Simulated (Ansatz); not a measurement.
Structure (in its standard cell), the input geometry of an electronic-structure calculation (not necessarily at equilibrium):

```cif
data_structure
_symmetry_space_group_name_H-M 'Fm-3m'
_symmetry_Int_Tables_number 225
_cell_length_a 3.9420
_cell_length_b 3.9420
_cell_length_c 3.9420
_cell_angle_alpha 90.000
_cell_angle_beta 90.000
_cell_angle_gamma 90.000
_cell_volume 61.26
loop_
_atom_site_label
_atom_site_type_symbol
_atom_site_symmetry_multiplicity
_atom_site_Wyckoff_symbol
_atom_site_fract_x
_atom_site_fract_y
_atom_site_fract_z
_atom_site_occupancy
Pd1 Pd 4 a 0.00000 0.00000 0.00000 1
```

> Predict the [110] zone-axis pattern (300 kV, kinematic, B = 0.8 Å²).

The spots form a centred rectangular net with both shortest vectors at d = 2.28 Å, 70.5° apart. They are -1 1 -1 and -1 1 1. The pattern has symmetry 2mm. The lattice centring (F) removes all reflections that break h + k = 2n, h + l = 2n.

Strongest reflections with d > 0.80 Å, one of each family (|F|² from tabulated Gaussian fits of the electron scattering factors, times a small damping for the curvature of the Ewald sphere):

| hkl | d (Å) | I (strongest = 100) |
| --- | --- | --- |
| 1 -1 1 | 2.276 | 100 |
| 0 0 2 | 1.971 | 79 |
| 2 -2 0 | 1.394 | 38 |
| 1 -1 3 | 1.189 | 24 |
| 2 -2 2 | 1.138 | 21 |
| 0 0 4 | 0.985 | 13 |

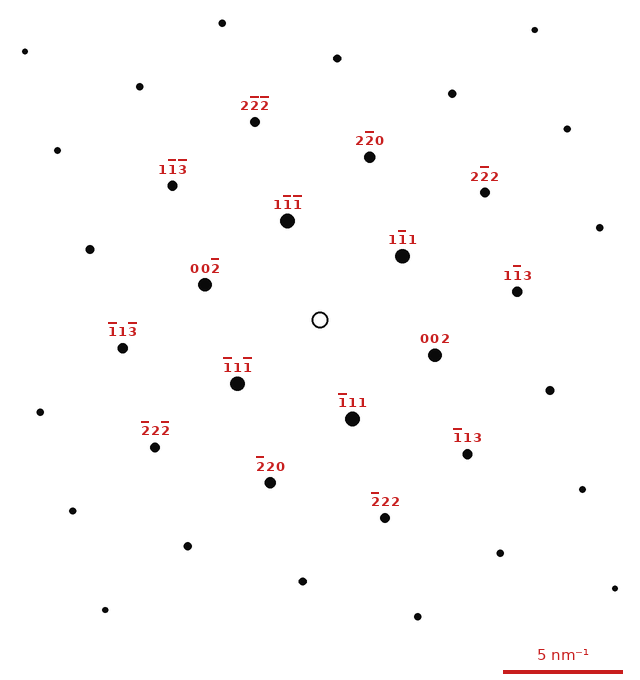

Calculated pattern, seen from the source side with [110] pointing towards the source.
